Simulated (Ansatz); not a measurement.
System: Sc₂W.

How it was computed, with Ansatz 0.2.0: a formula put on the sites of a structure type, uncorrected energy per atom over the elements' standard states (H N O F Cl as gases), plane-wave PAW DFT, cell and atoms relaxed at 0 K and 0 GPa, spin start parallel or as listed, metals to 4 meV/atom. Level: PBE, no spin polarisation.

```csv
setting,value
wave cutoff,420 eV
```

The names give the starting types; a cell can relax into another structure.

Predict the formation energy of each starting structure type. The cases: fluorite type; cubic Laves (C15); TbCd2 type.

The lowest is TbCd2 type, at 0.299 eV/atom; the next, cubic Laves (C15), is 0.532 eV/atom higher.

```csv
starting structure type,formation energy (eV/atom),volume per atom (Å³),final space group number
fluorite type,0.852,23.19,225
cubic Laves (C15),0.831,19.39,227
TbCd2 type,0.299,19.43,191
```

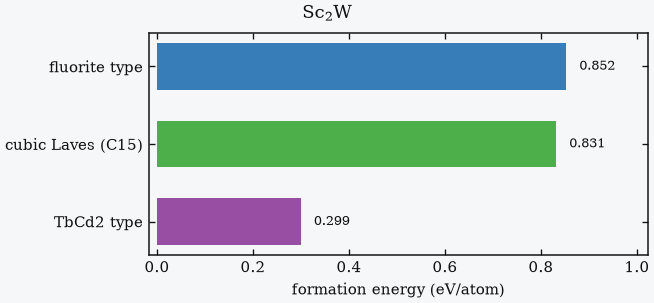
